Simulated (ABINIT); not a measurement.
# Li3TeBr (Pm-3m): modes at Γ and the response to a field, part 2 of 3

Which modes does Li3TeBr (Pm-3m) have at the zone centre?

ABINIT 10.8.3; DFT PBEsol, scalar-relativistic, plane waves, PseudoDojo norm-conserving pseudopotentials.

So far. Step 5 (Relaxing the cell and atoms): The volume changes by +0.0 % in this run and stands -23.7 % from the first cell. Step 6 (Self-consistent run for the response): The cell stands at -0.23 GPa: the relaxation ran with a smoothed and higher cutoff and on another k mesh. The relaxed cell has a = 5.156 Å (conventional setting).

The structure was built from a prototype and need not be the compound's stable phase.

## Step 8: Linear response at Γ

The derivative of the wavefunctions by k comes first, since the response to a field is built on it; then the field and the displacements that symmetry doesn't supply are solved at q = 0.

It reads the wavefunctions written in step 6.

Input file dfpt_gamma.abi:

```
ndtset 2

# common to the responses
getwfk_filepath "gso_WFK"
kptopt 2
nqpt 1
qpt 0.0 0.0 0.0
asr 0
chneut 0

# d/dk
rfelfd1 2
rfdir1 1 1 1
iscf1 -3
tolwfr1 1.0d-20

# displacements, field
rfphon2 1
rfatpol2 1 5
rfdir2 1 1 1
rfelfd2 3
getddk2 1
tolvrs2 1.0d-10
prtwf2 0

# basis, mesh and filling
ecut 34.0
ngkpt 4 4 4
nshiftk 1
shiftk 0.5 0.5 0.5
istwfk *1
occopt 1
nband 16
nstep 100
diemac 9.0
prtebands 0
prtgsr 0
useylm 1

# cell and atoms
acell 9.744072073 9.744072073 9.744072073
rprim 
    1.0 0.0 0.0
    0.0 1.0 0.0
    0.0 0.0 1.0
ntypat 3
znucl 35 52 3
natom 5
typat 1 2 3 3 3
xred 
    0.0 0.0 0.0
    0.5 0.5 0.5
    0.5 0.5 0.0
    0.5 0.0 0.5
    0.0 0.5 0.5
pp_dirpath "./pseudo"
pseudos "Br.upf, Te.upf, Li.upf"
```

Command:

```bash
OMP_NUM_THREADS=1 mpirun -n 4 abinit dfpt_gamma.abi > dfpt_gamma.log
```

Numbers of over 12 decimals in the logs are rounded to 6 here.

dfpt_gamma.abo, the main output file:

```text
[banners, grids, parts of the stress and lines that vanish by symmetry left out]
- input  file    -> dfpt_gamma.abi
- output file    -> dfpt_gamma.abo
- root for input  files -> dfpt_gammai
[...]
DATASET    1 : space group Pm -3 m (#221); Bravais cP (primitive cubic)
[...]
nfft =      157464          nkpt =          32
[...]
DATASET    2 : space group Pm -3 m (#221); Bravais cP (primitive cubic)
[...]
nfft =      157464          nkpt =          32
[...]
== DATASET  1 ==================================================================
[...]
cutoff_energies: {ecut:  34.0, pawecutdg:  -1.0, }
[...]
-  3.00000   3.00000  180301                  znucl, zion, pspdat
[...]
Perturbation : derivative vs k along direction   1
[...]
-ETOT  1  -22.568238515986     -2.257E+01 2.849E-02 0.000E+00
 ETOT  2  -22.586270614988     -1.803E-02 4.345E-05 0.000E+00
 ETOT  3  -22.586289700679     -1.909E-05 2.056E-07 0.000E+00
 ETOT  4  -22.586289754119     -5.344E-08 5.849E-10 0.000E+00
 ETOT  5  -22.586289754304     -1.856E-10 4.128E-12 0.000E+00
[...]
At SCF step    9   max residual=  9.94E-21 < tolwfr=  1.00E-20 =>converged.
[...]
Perturbation : derivative vs k along direction   2
[...]
-ETOT  1  -22.568023899494     -2.257E+01 2.849E-02 0.000E+00
[...]
At SCF step    9   max residual=  9.94E-21 < tolwfr=  1.00E-20 =>converged.
[...]
Perturbation : derivative vs k along direction   3
[...]
-ETOT  1  -22.568238606203     -2.257E+01 2.849E-02 0.000E+00
[...]
At SCF step    9   max residual=  9.94E-21 < tolwfr=  1.00E-20 =>converged.
[...]
1        1       1.0067355293   -0.0000000000
     1        2       0.0000000000    0.0000000000
     1        3       0.0000000000    0.0000000000
     2        1       0.0000000000    0.0000000000
     2        2       1.0067355293   -0.0000000000
     2        3       0.0000000000    0.0000000000
     3        1       0.0000000000    0.0000000000
     3        2       0.0000000000    0.0000000000
     3        3       1.0067355292    0.0000000000
[...]
== DATASET  2 ==================================================================
[...]
cutoff_energies: {ecut:  34.0, pawecutdg:  -1.0, }
[...]
Perturbation : displacement of atom   1   along direction   1
[...]
-ETOT  1  0.139180     -8.281E+02 2.135E+00 1.825E+03
[...]
At SCF step   11       vres2   =  7.64E-12 < tolvrs=  1.00E-10 =>converged.
[...]
Perturbation : displacement of atom   2   along direction   1
[...]
-ETOT  1   14.908745215134     -4.766E+04 6.429E+01 4.523E+03
[...]
At SCF step   11       vres2   =  7.36E-11 < tolvrs=  1.00E-10 =>converged.
[...]
Perturbation : displacement of atom   3   along direction   1
[...]
-ETOT  1  0.297682     -3.301E+03 3.551E+01 1.009E+03
[...]
At SCF step   12       vres2   =  7.26E-12 < tolvrs=  1.00E-10 =>converged.
[...]
Perturbation : displacement of atom   3   along direction   3
[...]
-ETOT  1   7.399780     -3.282E+03 3.346E+01 3.780E+03
[...]
At SCF step   11       vres2   =  5.99E-11 < tolvrs=  1.00E-10 =>converged.
[...]
Perturbation : homogeneous electric field along direction   1
[...]
-ETOT  1  -67.465888713267     -6.747E+01 2.552E-01 6.220E+04
[...]
ETOT 11  -81.413289104782     -2.046E-12 2.218E-15 1.464E-10
 ETOT 12  -81.413289104781      9.379E-13 1.869E-17 4.288E-12
 At SCF step   12       vres2   =  4.29E-12 < tolvrs=  1.00E-10 =>converged.
[...]
Dielectric tensor, in cartesian coordinates,
[...]
1    7   1    7         3.6595302836        -0.0000000000
   1    7   2    7        -0.0000000000        -0.0000000000
   1    7   3    7        -0.0000000000        -0.0000000000
   2    7   1    7        -0.0000000000        -0.0000000000
   2    7   2    7         3.6595302836        -0.0000000000
   2    7   3    7        -0.0000000000        -0.0000000000
   3    7   1    7        -0.0000000000        -0.0000000000
   3    7   2    7        -0.0000000000        -0.0000000000
   3    7   3    7         3.6595302836        -0.0000000000
  Effective charges, in cartesian coordinates,
[...]
1    1   1    7        -1.6204993220         0.0000000000
   2    1   1    7         0.0000000000         0.0000000000
   3    1   1    7         0.0000000000         0.0000000000
   1    2   1    7        -1.5168910655         0.0000000000
   2    2   1    7         0.0000000000         0.0000000000
[...]
Effective charges, in cartesian coordinates,
[...]
2    7   1    5         0.0000000000         0.0000000000
   3    7   1    5         0.0000000000         0.0000000000
   1    7   2    5         0.0000000000         0.0000000000
   2    7   2    5         0.9051104483         0.0000000000
   3    7   2    5         0.0000000000         0.0000000000
   1    7   3    5         0.0000000000         0.0000000000
   2    7   3    5         0.0000000000         0.0000000000
   3    7   3    5         0.9051104483         0.0000000000
  Phonon wavevector (reduced coordinates) :  0.00000  0.00000  0.00000
 Phonon energies in Hartree :
[...]
Phonon frequencies in cm-1    :
- -1.595731E+02 -1.595731E+02 -1.595731E+02 -1.560655E+02 -1.560655E+02
- -1.560655E+02 -4.092940E+00 -4.092939E+00 -4.092939E+00  5.949944E+01
-  5.949944E+01  5.949944E+01  5.016478E+02  5.016478E+02  5.016478E+02
  Phonon at Gamma, with non-analyticity in the
[...]
Phonon energies in Hartree :
[...]
Phonon frequencies in cm-1    :
- -1.595731E+02 -1.595731E+02 -1.560655E+02 -1.560655E+02 -1.560655E+02
- -8.981602E+00 -4.092940E+00 -4.092939E+00 -3.722234E+00  5.949944E+01
-  5.949944E+01  5.958800E+01  5.016478E+02  5.016478E+02  5.285847E+02
  Phonon at Gamma, with non-analyticity in the
[...]
Phonon energies in Hartree :
[...]
Phonon frequencies in cm-1    :
- -1.595731E+02 -1.595731E+02 -1.560655E+02 -1.560655E+02 -1.560655E+02
- -8.981602E+00 -4.092940E+00 -4.092939E+00 -3.722234E+00  5.949944E+01
-  5.949944E+01  5.958800E+01  5.016478E+02  5.016478E+02  5.285847E+02
  Phonon at Gamma, with non-analyticity in the
[...]
Phonon energies in Hartree :
[...]
Phonon frequencies in cm-1    :
- -1.595731E+02 -1.595731E+02 -1.560655E+02 -1.560655E+02 -1.560655E+02
- -8.981602E+00 -4.092939E+00 -4.092939E+00 -3.722234E+00  5.949944E+01
-  5.949944E+01  5.958800E+01  5.016478E+02  5.016478E+02  5.285847E+02
[...]
fcart2     0.0000000000E+00  0.0000000000E+00  0.0000000000E+00
           strten2     0.0000000000E+00  0.0000000000E+00  0.0000000000E+00
================================================================================
```

It took 3.4 min on 4 MPI ranks of Arm Neoverse V1, shared host.

Read from the output:

| Item | Value |
| --- | --- |
| miss of the charge sum rule | 0.003069 e |
| largest acoustic frequency at the zone centre before the sum rule | -4.09 cm⁻¹ |
| highest optical zone-centre mode (no LO-TO term) | 501.6 cm⁻¹ |
| lowest optical zone-centre mode | -159.6 cm⁻¹ |
| mean high-frequency dielectric constant | 3.659 |
| largest Born charge in size (third of the trace) | 1.621 e |

Born charge (rows field, columns displacement), before the sum rule (e), principal values of the symmetric part by kind of site:

```tsv
atom	atoms with these values	low	middle	high	mean
Br1	1	-1.62	-1.62	-1.62	-1.62
Te2	1	-1.52	-1.52	-1.52	-1.52
Li3	3	0.91	0.91	1.33	1.05
```

In full for Br1:

```
-1.62  0.00  0.00
 0.00 -1.62  0.00
 0.00  0.00 -1.62
```

High-frequency dielectric tensor:

```
3.66 0.00 0.00
0.00 3.66 0.00
0.00 0.00 3.66
```

The acoustic modes at Γ come out as far as 4.1 cm⁻¹ from zero, where they should vanish, a small numerical error; the Born charges miss their sum rule by 0.0031 e, which is good. The lowest optical mode is imaginary, 160i cm⁻¹, an instability at this level and on this k mesh.

## Step 9: Modes with the sum rule

anaddb reads the merged derivatives, imposes the acoustic sum rule and charge neutrality, and adds the LO-TO term along chosen directions.

Input file anaddb.abi:

```
ddb_filepath "gamma_DDB"
output_file "anaddb.abo"
outdata_prefix "anaddb"
asr 1
chneut 1
enunit 2
eivec 1
nph1l 1
qph1l 0.0 0.0 0.0 1.0
dieflag 2
nph2l 3
qph2l 
    1.0 0.0 0.0 0.0
    0.0 0.0 1.0 0.0
    1.0 1.0 1.0 0.0
```

Input file mrgddb.in:

```
gamma_DDB
merged
2
dfpt_gammao_DS2_DDB
gso_DDB
```

Command:

```bash
mrgddb < mrgddb.in > mrgddb.log
OMP_NUM_THREADS=1 anaddb anaddb.abi > anaddb.log
```

anaddb.abo, the main output file:

```text
[banners, grids, parts of the stress and lines that vanish by symmetry left out]
-outvars_anaddb: echo values of input variables ----------------------

 Flags :
[...]
Dielectric Tensor and Effective Charges
[...]
Effective charge tensors after
[...]
Phonon wavevector (reduced coordinates) :  0.00000  0.00000  0.00000
 Phonon energies in Hartree :
[...]
Phonon energies in meV     :
- -1.978630E+01 -1.978630E+01 -1.978630E+01 -1.935173E+01 -1.935173E+01
- -1.935173E+01  0.000000E+00  0.000000E+00  0.000000E+00  7.388509E+00
-  7.388509E+00  7.388509E+00  6.220923E+01  6.220923E+01  6.220923E+01
 Phonon frequencies in cm-1    :
- -1.595873E+02 -1.595873E+02 -1.595873E+02 -1.560822E+02 -1.560822E+02
- -1.560822E+02  0.000000E+00  0.000000E+00  0.000000E+00  5.959234E+01
-  5.959234E+01  5.959234E+01  5.017513E+02  5.017513E+02  5.017513E+02
 Phonon frequencies in Thz     :
- -4.784305E+00 -4.784305E+00 -4.784305E+00 -4.679227E+00 -4.679227E+00
- -4.679227E+00  0.000000E+00  0.000000E+00  0.000000E+00  1.786534E+00
-  1.786534E+00  1.786534E+00  1.504213E+01  1.504213E+01  1.504213E+01
 Phonon energies in Kelvin  :
- -2.296104E+02 -2.296104E+02 -2.296104E+02 -2.245675E+02 -2.245675E+02
- -2.245675E+02  0.000000E+00  0.000000E+00  0.000000E+00  8.574009E+01
-  8.574009E+01  8.574009E+01  7.219082E+02  7.219082E+02  7.219082E+02
[...]
-  1  0.00000000E+00  0.00000000E+00 -8.63173999E-04
-     0.00000000E+00  0.00000000E+00  0.00000000E+00
-  2  0.00000000E+00  0.00000000E+00 -1.12467146E-04
-     0.00000000E+00  0.00000000E+00  0.00000000E+00
-  3  0.00000000E+00 -1.27767751E-07  1.55175574E-04
-     0.00000000E+00  0.00000000E+00  0.00000000E+00
-  4  0.00000000E+00  0.00000000E+00  5.92456516E-03
-     0.00000000E+00  0.00000000E+00  0.00000000E+00
-  5  0.00000000E+00 -1.27767751E-07  5.92456516E-03
-     0.00000000E+00  0.00000000E+00  0.00000000E+00
[...]
-  1  0.00000000E+00  8.63173999E-04  0.00000000E+00
-     0.00000000E+00  0.00000000E+00  0.00000000E+00
-  2  0.00000000E+00  1.12467146E-04  0.00000000E+00
-     0.00000000E+00  0.00000000E+00  0.00000000E+00
-  3  0.00000000E+00 -5.92456516E-03  0.00000000E+00
-     0.00000000E+00  0.00000000E+00  0.00000000E+00
-  4  0.00000000E+00 -1.55175574E-04 -1.27767751E-07
-     0.00000000E+00  0.00000000E+00  0.00000000E+00
-  5  0.00000000E+00 -5.92456516E-03 -1.27767751E-07
-     0.00000000E+00  0.00000000E+00  0.00000000E+00
[...]
-  1  8.63174000E-04  0.00000000E+00  0.00000000E+00
-     0.00000000E+00  0.00000000E+00  0.00000000E+00
-  2  1.12467146E-04  0.00000000E+00  0.00000000E+00
-     0.00000000E+00  0.00000000E+00  0.00000000E+00
-  3 -5.92456516E-03  0.00000000E+00  0.00000000E+00
-     0.00000000E+00  0.00000000E+00  0.00000000E+00
-  4 -5.92456516E-03  0.00000000E+00  0.00000000E+00
-     0.00000000E+00  0.00000000E+00  0.00000000E+00
[...]
Phonon at Gamma, with non-analyticity in the
[...]
Phonon energies in Hartree :
[...]
Phonon energies in meV     :
- -1.978630E+01 -1.978630E+01 -1.935173E+01 -1.935173E+01 -1.935173E+01
- -1.284259E+00  0.000000E+00  0.000000E+00  0.000000E+00  7.388509E+00
[...]
Phonon frequencies in cm-1    :
[...]
Phonon frequencies in Thz     :
[...]
Phonon energies in Kelvin  :
[...]
- -1.490321E+01  0.000000E+00  0.000000E+00  0.000000E+00  8.574009E+01
-  8.574009E+01  8.586937E+01  7.219082E+02  7.219082E+02  7.606216E+02
[...]
-  5  0.00000000E+00  0.00000000E+00 -6.28628301E-03
-     0.00000000E+00  0.00000000E+00  0.00000000E+00
[...]
-  1  0.00000000E+00  0.00000000E+00  0.00000000E+00
-     0.00000000E+00  0.00000000E+00  0.00000000E+00
-  2  0.00000000E+00  0.00000000E+00  0.00000000E+00
-     0.00000000E+00  0.00000000E+00  0.00000000E+00
-  3  0.00000000E+00 -6.28628301E-03  0.00000000E+00
-     0.00000000E+00  0.00000000E+00  0.00000000E+00
-  4  0.00000000E+00  0.00000000E+00  0.00000000E+00
-     0.00000000E+00  0.00000000E+00  0.00000000E+00
-  5  0.00000000E+00  6.28628301E-03  0.00000000E+00
-     0.00000000E+00  0.00000000E+00  0.00000000E+00
[...]
Phonon at Gamma, with non-analyticity in the
[...]
Phonon energies in Hartree :
[...]
Phonon energies in meV     :
- -1.978630E+01 -1.978630E+01 -1.935173E+01 -1.935173E+01 -1.935173E+01
- -1.284259E+00  0.000000E+00  0.000000E+00  0.000000E+00  7.388509E+00
-  7.388509E+00  7.399650E+00  6.220923E+01  6.220923E+01  6.554530E+01
 Phonon frequencies in cm-1    :
- -1.595873E+02 -1.595873E+02 -1.560822E+02 -1.560822E+02 -1.560822E+02
[...]
Phonon frequencies in Thz     :
[...]
Phonon energies in Kelvin  :
[...]
Phonon at Gamma, with non-analyticity in the
[...]
Phonon energies in Hartree :
[...]
Phonon energies in meV     :
[...]
Phonon frequencies in cm-1    :
[...]
Phonon frequencies in Thz     :
[...]
Phonon energies in Kelvin  :
[...]
- -1.490321E+01  0.000000E+00  0.000000E+00  0.000000E+00  8.574009E+01
-  8.574009E+01  8.586937E+01  7.219082E+02  7.219082E+02  7.606216E+02
[...]
-  4  1.62991898E-04  4.54280513E-03 -5.69701835E-05
-     0.00000000E+00  0.00000000E+00  0.00000000E+00
-  5 -6.98385641E-03 -1.06021715E-04 -5.69701835E-05
-     0.00000000E+00  0.00000000E+00  0.00000000E+00
[...]
;  5 -4.99855313E-03 -2.08787203E-04 -2.08787203E-04
;     0.00000000E+00  0.00000000E+00  0.00000000E+00
-
```

Elapsed: 0.54 s, on 1 thread.

Numbers from this step:

* highest optical zone-centre mode (no LO-TO term): 501.8 cm⁻¹
* highest mode moved by the LO-TO term: 528.7 cm⁻¹

No LO-TO term; unit eigenvectors of the mass-weighted matrix, from anaddb's displacements. The modes at Γ (shares of kinetic energy by element, %) (negative means imaginary):

```tsv
mode	frequency (cm⁻¹)	symmetry	Br %	Te %	Li %
1	-159.6	T1u	11	0	89
2	-159.6	T1u	11	0	89
3	-159.6	T1u	11	0	89
4	-156.1	T2u	0	0	100
5	-156.1	T2u	0	0	100
6	-156.1	T2u	0	0	100
7	0.0	acoustic	35	56	9
8	0.0	acoustic	35	56	9
9	0.0	acoustic	35	56	9
10	59.6	T1u	54	39	7
11	59.6	T1u	54	39	7
12	59.6	T1u	54	39	7
13	501.8	T1u	0	5	95
14	501.8	T1u	0	5	95
15	501.8	T1u	0	5	95
```

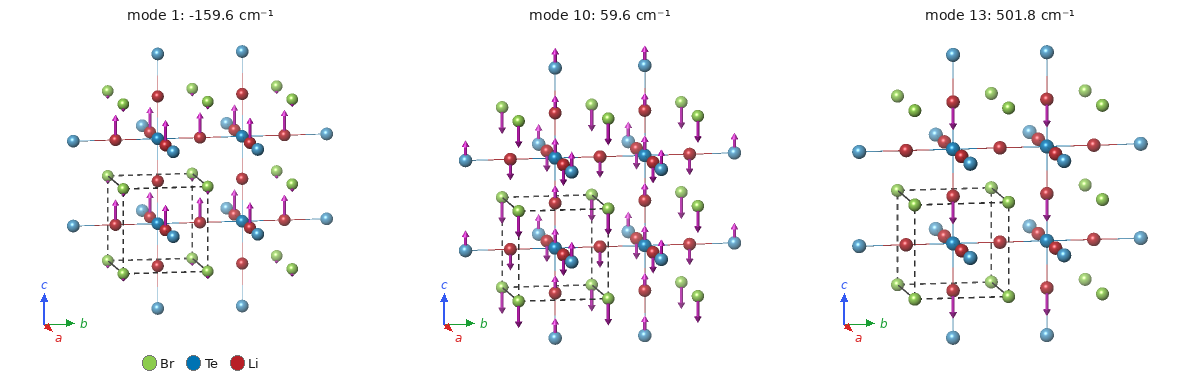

Displacement patterns of modes 1, 10 and 13 at Γ; arrows are exaggerated. 1×2×2 cells are drawn. Some periodic images of atoms are drawn too.

With imaginary modes the relaxed-ion tensors have no meaning and are not tabulated.

The rule moves no optical mode by more than 0.2 cm⁻¹.

(Continued in part 3 of 3.)

[Host names and launcher messages were left out of these logs when they were recorded.]

[Logs are printed without paths, hosts, clocks, repeated set-up lines and the standing remarks that a program may print on its own settings, such as how far it seeks lower states.]

[Hosts, paths, dates, database ids (printed as entryN), source tags and the programs' standing remarks are cut or masked in the printed files.]
